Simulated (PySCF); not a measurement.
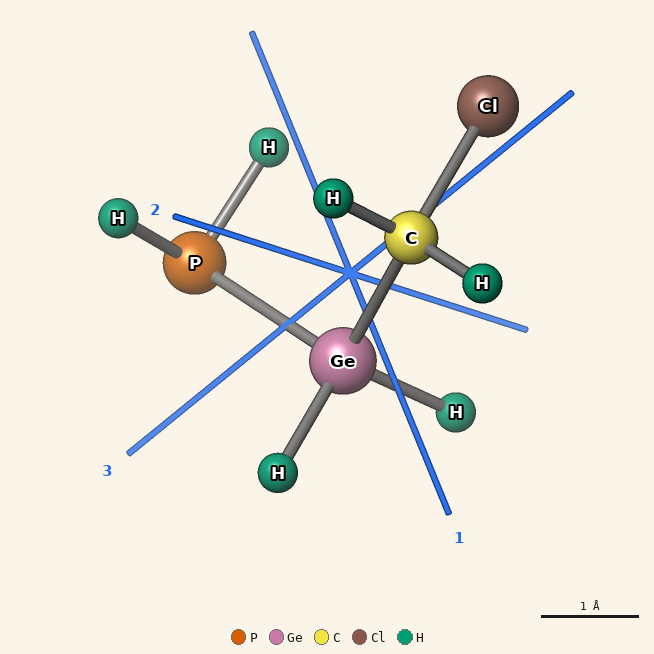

The three principal axes of inertia are drawn and numbered. Distant atoms are faded towards the background colour. Computed geometry: PBE0-D3(BJ)/def2-SVP optimisation. No frequency run is at hand to confirm it as a minimum. Masses are those of the most abundant isotopes; constants are for the rigid equilibrium geometry.

> Which line is the a axis (least moment of inertia), which b and which c?

a is line 3, b is line 1, c is line 2; the moments are 139, 324, 431 u Å².

> Classify the rotor and give the rotational constants (MHz).

An asymmetric top (C1): A = 3623, B = 1560, C = 1172 MHz. Ray's parameter κ is −0.68, nearer the prolate limit.
